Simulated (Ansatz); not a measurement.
**AlH3ClF: geometry relaxation**

The run: geometry relaxation of AlH3ClF. Method and program: RKS LDA/6-31G* (Ansatz 0.2.0).

It belongs to a series of runs on one base structure; here: end point B relaxed.

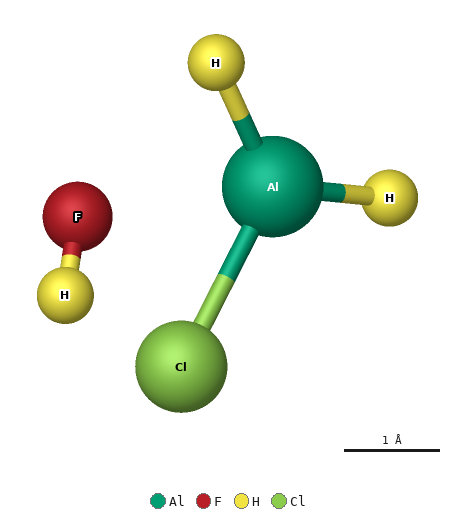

**Figure 1.** The structure as given in the input (ball-and-stick view, seen at a tilt). Sticks mark near contacts. Bond lengths as drawn: Al–Cl 2.20 Å, Al–H 1.59 Å and F–H 0.94 Å.

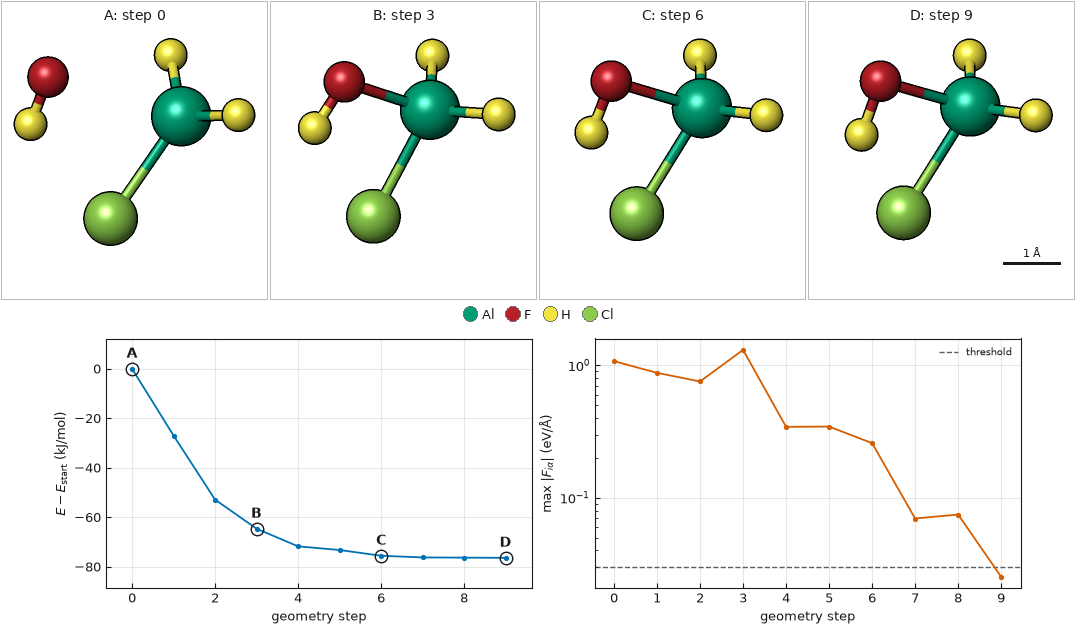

**Figure 2.** Frames of the relaxation (ball-and-stick view, seen at a tilt) above the curves, on which the letters mark them (the first geometry is step 0 here and step 1 in the log).

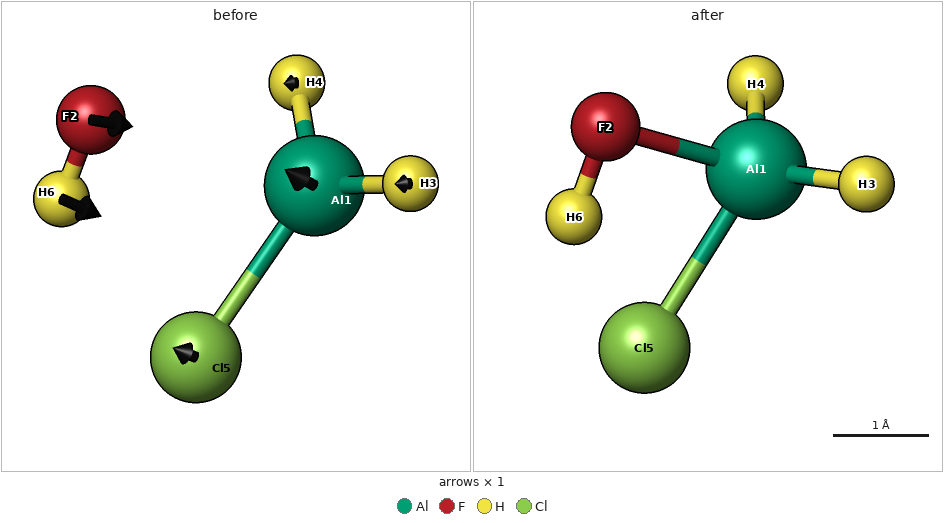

**Figure 3.** Before (left) and after (right) the relaxation, at one scale (ball-and-stick view, seen at a tilt). The black arrows give the displacements, at true length. The atom that moves furthest after the best rigid fit is F2 (0.54 Å). By element the largest moves are F 0.54 Å, H 0.52 Å, Al 0.43 Å, Cl 0.30 Å. Distances before and after: Al1–F2 2.867 → 1.915 Å, F2–H6 0.941 → 1.038 Å, Al1–Cl5 2.203 → 2.233 Å. New bonds form: Al1–F2 (2.87 → 1.91 Å). Among the angles that change: H4–Al1–Cl5 115.9° → 112.3°, H3–Al1–Cl5 115.5° → 112.2°. After 9 geometry steps the energy has fallen by 76.4 kJ/mol. The largest force component goes from 1.1 to 0.025 eV/Å. (Atoms are counted from 1 in the order of the input.)

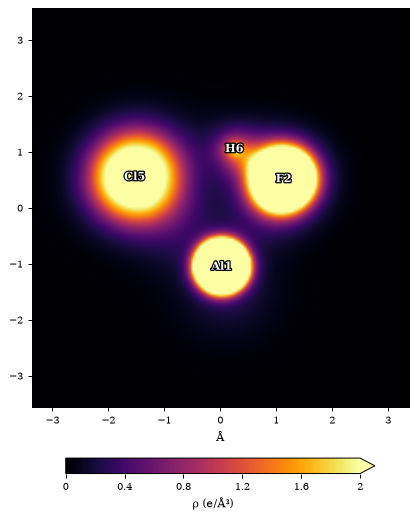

**Figure 4.** Total electron density on the plane of atoms F2, Al1 and Cl5. The section cuts through Al, F, Cl and H sites.

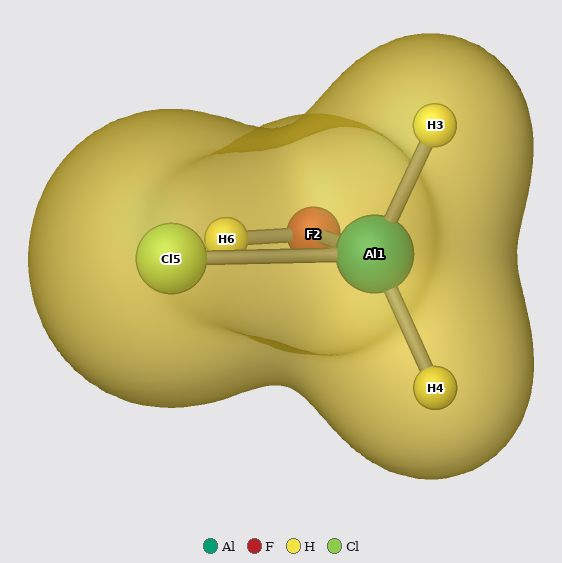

**Figure 5.** Isosurface of the total electron density at 0.05 e/Å³ (yellow), seen at an oblique angle. At this value the surface is in one piece. On the grid the lowest density along these lines, outside the cores, is 0.39 e/Å³ (Al–F, 1.91 Å), 0.38 e/Å³ (Al–Cl, 2.23 Å), 1.6 e/Å³ (F–H, 1.04 Å) and 0.54 e/Å³ (Al–H, 1.59 Å).

These pictures come from the run below.

### The input
```yaml
crystal:
  periodic: [false, false, false]
  atoms:
    - { symbol: Al, position_ang: [0.026499, -0.486589, -0.462499] }
    - { symbol: F, position_ang: [0.041412, 0.03138, 2.356943] }
    - { symbol: H, position_ang: [1.439229, 0.16512, -0.784413] }
    - { symbol: H, position_ang: [-1.423705, 0.099778, -0.745817] }
    - { symbol: Cl, position_ang: [0.092288, -2.504807, 0.417444] }
    - { symbol: H, position_ang: [-0.016923, -0.905683, 2.418542] }
basis:
  gaussian: { orbitals: "6-31G*" }
hamiltonian:
  xc: lda
relax:
  f_tol: 0.03
  max_steps: 50
output:
  orbitals: {}
```

Run as:
```bash
ansatz run input.yaml --threads 1 --pin off --max-ram 2048MiB --backend cpu --events-out ev --progress --plain --runs-dir out
```

### Output
```
The last accepted step is kept in [file] (removed where the run ends without a failure and the disk answers)
Engine: ansatz 0.2.0, aarch64-unknown-linux-gnu
Functional definition: SPW92
  exchange = slater_x
  correlation = pw_c
699 factors; their error is unknown
mean field evaluation 1: about -21796.0487 eV, gradient 3.1e1 eV
mean field evaluation 2: about -21793.5019 eV, gradient 5.3e1 eV
mean field evaluation 4: about -21797.8841 eV, gradient 1.5e0 eV
mean field evaluation 8: about -21797.8685 eV, gradient 2.0e-2 eV
mean field -21797.86847788 eV, -801.0568914363 hartree, gradient 4.5e-5 eV, S^2 0.000000; 0 other end points of the search recorded, 0 dependent functions left out
the calculation of the forces begins
reference -21797.86851722 eV, -801.0568928819 hartree; 21, 21 occupied and 38, 38 virtual orbitals, 699 factors
relax step   1: F+E_penalty+E_count = -21797.86847788 eV  Δ(F+E_penalty+E_count) = +0.000e0 eV  max|allowed force component| = 1.074e0 eV/Å  Δτ_max = 0.0000 Å  (23 SCF iters, accepted)
these checks for a lower state are left out or cut short: starts, cluster_reference, orbital_swaps, neighbouring_geometries, increment
699 factors; their error is unknown
mean field evaluation 16: about -21798.1700 eV, gradient 2.7e-1 eV
mean field -21798.14821645 eV, -801.0671716392 hartree, gradient 2.1e-5 eV, S^2 0.000000; 0 other end points of the search recorded, 0 dependent functions left out
the calculation of the forces begins
reference -21798.14825607 eV, -801.0671730951 hartree; 21, 21 occupied and 38, 38 virtual orbitals, 699 factors
relax step   2: F+E_penalty+E_count = -21798.14821645 eV  Δ(F+E_penalty+E_count) = -2.797e-1 eV  max|allowed force component| = 8.769e-1 eV/Å  Δτ_max = 0.1971 Å  (30 SCF iters, accepted)
these checks for a lower state are left out or cut short: starts, cluster_reference, orbital_swaps, neighbouring_geometries, increment
699 factors; their error is unknown
mean field -21798.41657057 eV, -801.0770334711 hartree, gradient 1.3e-5 eV, S^2 0.000000; 0 other end points of the search recorded, 0 dependent functions left out
the calculation of the forces begins
reference -21798.41661057 eV, -801.0770349410 hartree; 21, 21 occupied and 38, 38 virtual orbitals, 699 factors
relax step   3: F+E_penalty+E_count = -21798.41657057 eV  Δ(F+E_penalty+E_count) = -2.684e-1 eV  max|allowed force component| = 7.545e-1 eV/Å  Δτ_max = 0.1960 Å  (25 SCF iters, accepted)
these checks for a lower state are left out or cut short: starts, cluster_reference, orbital_swaps, neighbouring_geometries, increment
699 factors; their error is unknown
mean field evaluation 32: about -21798.5382 eV, gradient 2.1e-1 eV
mean field -21798.53843479 eV, -801.0815118985 hartree, gradient 1.1e-5 eV, S^2 0.000000; 0 other end points of the search recorded, 0 dependent functions left out
the calculation of the forces begins
reference -21798.53847467 eV, -801.0815133639 hartree; 21, 21 occupied and 38, 38 virtual orbitals, 699 factors
relax step   4: F+E_penalty+E_count = -21798.53843479 eV  Δ(F+E_penalty+E_count) = -1.219e-1 eV  max|allowed force component| = 1.308e0 eV/Å  Δτ_max = 0.1922 Å  (26 SCF iters, accepted)
these checks for a lower state are left out or cut short: starts, cluster_reference, orbital_swaps, neighbouring_geometries, increment
699 factors; their error is unknown
mean field -21798.61232581 eV, -801.0842273433 hartree, gradient 8.7e-6 eV, S^2 0.000000; 0 other end points of the search recorded, 0 dependent functions left out
the calculation of the forces begins
reference -21798.61236567 eV, -801.0842288081 hartree; 21, 21 occupied and 38, 38 virtual orbitals, 699 factors
relax step   5: F+E_penalty+E_count = -21798.61232581 eV  Δ(F+E_penalty+E_count) = -7.389e-2 eV  max|allowed force component| = 3.430e-1 eV/Å  Δτ_max = 0.0771 Å  (26 SCF iters, accepted)
these checks for a lower state are left out or cut short: starts, cluster_reference, orbital_swaps, neighbouring_geometries, increment
699 factors; their error is unknown
mean field -21798.62755089 eV, -801.0847868546 hartree, gradient 2.5e-5 eV, S^2 0.000000; 0 other end points of the search recorded, 0 dependent functions left out
the calculation of the forces begins
reference -21798.62759082 eV, -801.0847883221 hartree; 21, 21 occupied and 38, 38 virtual orbitals, 699 factors
relax step   6: F+E_penalty+E_count = -21798.62755089 eV  Δ(F+E_penalty+E_count) = -1.523e-2 eV  max|allowed force component| = 3.446e-1 eV/Å  Δτ_max = 0.0538 Å  (25 SCF iters, accepted)
these checks for a lower state are left out or cut short: starts, cluster_reference, orbital_swaps, neighbouring_geometries, increment
699 factors; their error is unknown
mean field -21798.65173163 eV, -801.0856754805 hartree, gradient 1.1e-5 eV, S^2 0.000000; 0 other end points of the search recorded, 0 dependent functions left out
the calculation of the forces begins
reference -21798.65177163 eV, -801.0856769507 hartree; 21, 21 occupied and 38, 38 virtual orbitals, 699 factors
relax step   7: F+E_penalty+E_count = -21798.65173163 eV  Δ(F+E_penalty+E_count) = -2.418e-2 eV  max|allowed force component| = 2.584e-1 eV/Å  Δτ_max = 0.1002 Å  (25 SCF iters, accepted)
these checks for a lower state are left out or cut short: starts, cluster_reference, orbital_swaps, neighbouring_geometries, increment
699 factors; their error is unknown
mean field evaluation 64: about -21798.6587 eV, gradient 2.3e-5 eV
mean field -21798.65867396 eV, -801.0859306063 hartree, gradient 2.3e-5 eV, S^2 0.000000; 0 other end points of the search recorded, 0 dependent functions left out
the calculation of the forces begins
reference -21798.65871407 eV, -801.0859320805 hartree; 21, 21 occupied and 38, 38 virtual orbitals, 699 factors
relax step   8: F+E_penalty+E_count = -21798.65867396 eV  Δ(F+E_penalty+E_count) = -6.942e-3 eV  max|allowed force component| = 6.971e-2 eV/Å  Δτ_max = 0.0550 Å  (24 SCF iters, accepted)
these checks for a lower state are left out or cut short: starts, cluster_reference, orbital_swaps, neighbouring_geometries, increment
699 factors; their error is unknown
mean field -21798.65952901 eV, -801.0859620291 hartree, gradient 2.6e-5 eV, S^2 0.000000; 0 other end points of the search recorded, 0 dependent functions left out
the calculation of the forces begins
reference -21798.65956917 eV, -801.0859635049 hartree; 21, 21 occupied and 38, 38 virtual orbitals, 699 factors
relax step   9: F+E_penalty+E_count = -21798.65952901 eV  Δ(F+E_penalty+E_count) = -8.551e-4 eV  max|allowed force component| = 7.467e-2 eV/Å  Δτ_max = 0.0210 Å  (25 SCF iters, accepted)
these checks for a lower state are left out or cut short: starts, cluster_reference, orbital_swaps, neighbouring_geometries, increment
699 factors; their error is unknown
mean field -21798.66034940 eV, -801.0859921779 hartree, gradient 2.4e-5 eV, S^2 0.000000; 0 other end points of the search recorded, 0 dependent functions left out
the calculation of the forces begins
reference -21798.66038955 eV, -801.0859936533 hartree; 21, 21 occupied and 38, 38 virtual orbitals, 699 factors
relax step  10: F+E_penalty+E_count = -21798.66034940 eV  Δ(F+E_penalty+E_count) = -8.204e-4 eV  max|allowed force component| = 2.534e-2 eV/Å  Δτ_max = 0.0132 Å  (25 SCF iters, accepted)
699 factors; their error is unknown
mean field -21798.66034940 eV, -801.0859921779 hartree, gradient 2.4e-5 eV, S^2 0.000000; 1 other end points of the search recorded, 0 dependent functions left out
the calculation of the forces begins
reference -21798.66038955 eV, -801.0859936533 hartree; 21, 21 occupied and 38, 38 virtual orbitals, 699 factors
Total energy: -21798.66038955 eV, -801.0859936533 hartree
Atom 0 at     0.018903    -0.334064    -0.063103 Å, force     0.007180     0.006646    -0.000714 eV/Å
Atom 1 at     0.016669    -0.015144     1.824796 Å, force    -0.005967    -0.025336     0.006304 eV/Å
Atom 2 at     1.438830     0.147273    -0.595566 Å, force    -0.000352    -0.003514    -0.002272 eV/Å
Atom 3 at    -1.423666     0.079832    -0.590974 Å, force    -0.002205    -0.003504    -0.000108 eV/Å
Atom 4 at     0.070195    -2.430784     0.702965 Å, force    -0.003484     0.008149     0.004463 eV/Å
Atom 5 at     0.037868    -1.047914     1.922082 Å, force     0.004827     0.017560    -0.007673 eV/Å
Dipole moment:    -0.004314     0.146569     0.196903 e Å
```

### Trajectory as extended XYZ (Å, eV, eV/Å), 10 frames, from step=1 to step=10
```
6
Properties=species:S:1:pos:R:3:forces:R:3 step=1 energy=-21797.86848
Al    0.0265   -0.4866   -0.4625    0.0456  -0.5415   1.0735
F     0.0414    0.0314    2.3569    0.0088   0.4504  -0.6713
H     1.4392    0.1651   -0.7844    0.0291  -0.0428  -0.0620
H    -1.4237    0.0998   -0.7458   -0.0265  -0.0558  -0.0512
Cl    0.0923   -2.5048    0.4174   -0.0511   0.8654  -0.2573
H    -0.0169   -0.9057    2.4185   -0.0059  -0.6757  -0.0318
6
Properties=species:S:1:pos:R:3:forces:R:3 step=2 energy=-21798.14822
Al    0.0289   -0.4505   -0.3353    0.0030  -0.0126   0.8769
F     0.0321   -0.0069    2.1639   -0.0320  -0.2733  -0.6158
H     1.4399    0.1585   -0.7638   -0.0338  -0.0225   0.0383
H    -1.4213    0.0920   -0.7229    0.0417  -0.0245   0.0355
Cl    0.0855   -2.4514    0.4679   -0.0179   0.1432  -0.0227
H    -0.0062   -0.9425    2.3905    0.0390   0.1897  -0.3122
6
Properties=species:S:1:pos:R:3:forces:R:3 step=3 energy=-21798.41657
Al    0.0297   -0.4257   -0.1808   -0.0264   0.4825   0.4363
F     0.0245   -0.0170    1.9683   -0.0325  -0.7503  -0.2615
H     1.4320    0.1512   -0.7124   -0.1181  -0.0360   0.1690
H    -1.4125    0.0855   -0.6727    0.1286  -0.0318   0.1524
Cl    0.0820   -2.4478    0.4892    0.0012  -0.4189   0.2047
H     0.0031   -0.9470    2.3086    0.0472   0.7545  -0.7009
6
Properties=species:S:1:pos:R:3:forces:R:3 step=4 energy=-21798.53843
Al    0.0278   -0.3998   -0.0322   -0.0151   0.2127  -1.3078
F     0.0209   -0.0183    1.7864   -0.0081   0.7252   0.7677
H     1.4153    0.1502   -0.6255   -0.0753  -0.0470   0.1836
H    -1.3970    0.0846   -0.5927    0.0786  -0.0441   0.1614
Cl    0.0790   -2.4781    0.5476   -0.0043  -0.2410   0.2840
H     0.0128   -0.9394    2.1167    0.0242  -0.6058  -0.0889
6
Properties=species:S:1:pos:R:3:forces:R:3 step=5 energy=-21798.61233
Al    0.0207   -0.3979   -0.1090   -0.0169   0.1381   0.0524
F    -0.0008   -0.0205    1.8078    0.0253   0.3430   0.1299
H     1.4409    0.1541   -0.5927   -0.0690  -0.0407   0.0077
H    -1.4223    0.0890   -0.5885    0.0555  -0.0261  -0.0171
Cl    0.0647   -2.4607    0.5930    0.0261  -0.1631   0.0802
H     0.0554   -0.9648    2.0897   -0.0210  -0.2511  -0.2532
6
Properties=species:S:1:pos:R:3:forces:R:3 step=6 energy=-21798.62755
Al    0.0203   -0.3901   -0.0899   -0.0083   0.1247  -0.0081
F     0.0096    0.0038    1.8387    0.0073   0.1531  -0.1659
H     1.4413    0.1447   -0.5899   -0.0717  -0.0271   0.0313
H    -1.4246    0.0783   -0.5859    0.0687  -0.0210   0.0240
Cl    0.0689   -2.4729    0.5900    0.0043   0.1149   0.1527
H     0.0432   -0.9647    2.0373   -0.0003  -0.3446  -0.0341
6
Properties=species:S:1:pos:R:3:forces:R:3 step=7 energy=-21798.65173
Al    0.0200   -0.3644   -0.0852    0.0228   0.1368   0.1250
F     0.0260   -0.0091    1.8347   -0.0390   0.1774  -0.1688
H     1.4409    0.1470   -0.5853   -0.0044  -0.0065  -0.0360
H    -1.4269    0.0777   -0.5789    0.0054  -0.0106  -0.0209
Cl    0.0742   -2.4403    0.6641   -0.0192  -0.0386   0.0373
H     0.0246   -1.0117    1.9508    0.0345  -0.2584   0.0634
6
Properties=species:S:1:pos:R:3:forces:R:3 step=8 energy=-21798.65867
Al    0.0170   -0.3424   -0.0692   -0.0328   0.0697   0.0536
F     0.0009   -0.0140    1.8265    0.0571  -0.0295  -0.0433
H     1.4394    0.1455   -0.5868    0.0115  -0.0073  -0.0117
H    -1.4234    0.0817   -0.5915   -0.0099  -0.0044  -0.0227
Cl    0.0624   -2.4305    0.6974    0.0310  -0.0390   0.0089
H     0.0625   -1.0411    1.9238   -0.0568   0.0105   0.0152
6
Properties=species:S:1:pos:R:3:forces:R:3 step=9 energy=-21798.65953
Al    0.0136   -0.3253   -0.0595    0.0366  -0.0614  -0.0068
F     0.0127   -0.0182    1.8331   -0.0104   0.0747  -0.0232
H     1.4382    0.1343   -0.5982   -0.0056   0.0313   0.0102
H    -1.4258    0.0822   -0.6002   -0.0065   0.0110   0.0228
Cl    0.0774   -2.4257    0.6994   -0.0186   0.0037   0.0038
H     0.0428   -1.0481    1.9256    0.0045  -0.0592  -0.0068
6
Properties=species:S:1:pos:R:3:forces:R:3 step=10 energy=-21798.66035
Al    0.0189   -0.3341   -0.0631    0.0072   0.0066  -0.0007
F     0.0167   -0.0151    1.8248   -0.0060  -0.0253   0.0063
H     1.4388    0.1473   -0.5956   -0.0004  -0.0035  -0.0023
H    -1.4237    0.0798   -0.5910   -0.0022  -0.0035  -0.0001
Cl    0.0702   -2.4308    0.7030   -0.0035   0.0081   0.0045
H     0.0379   -1.0479    1.9221    0.0048   0.0176  -0.0077
```

### Key numbers

```csv
quantity,value
outcome,converged
total energy,−21798.6604 eV
mean-field energy,−21798.6604 eV
largest force (length of the vector) at the end,0.027 eV/Å
hardware,"1 thread of Arm Neoverse N1, 54 GiB of memory available, shared host"
wall time,21 s
peak memory,0.12 GiB
```
